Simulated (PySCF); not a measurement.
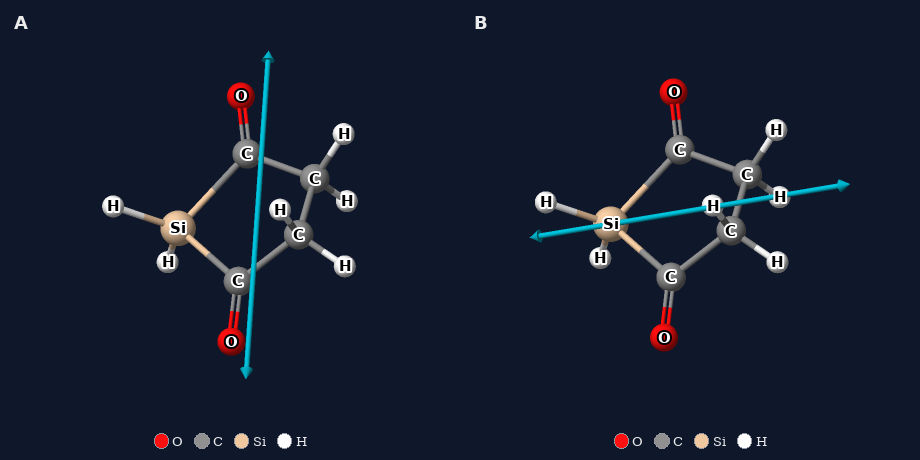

The double arrows show the directions of two transition dipoles from the ground state (lengths mean nothing). Computed geometry: GFN2-xTB optimisation. No frequency run is at hand to confirm it as a minimum. Properties computed with TDDFT CAM-B3LYP/def2-SVPD, vertical, gas phase, core orbitals frozen in the response (PySCF 2.14.0).

### One belongs to singlet state 5 and one to singlet state 7. Which is which?

A: state 7, 6.65 eV (187 nm), oscillator strength 0.030, of mixed character, with the largest part HOMO−1 → LUMO+3 (weight 0.43).
B: state 5, 5.98 eV (207 nm), oscillator strength 0.041, mainly HOMO → LUMO+3 (weight 0.52).

The geometry is semi-empirical. Around Si such bond lengths and angles can be off by a tenth of an ångström or more and by several degrees, and values that hang on the shape move with them.
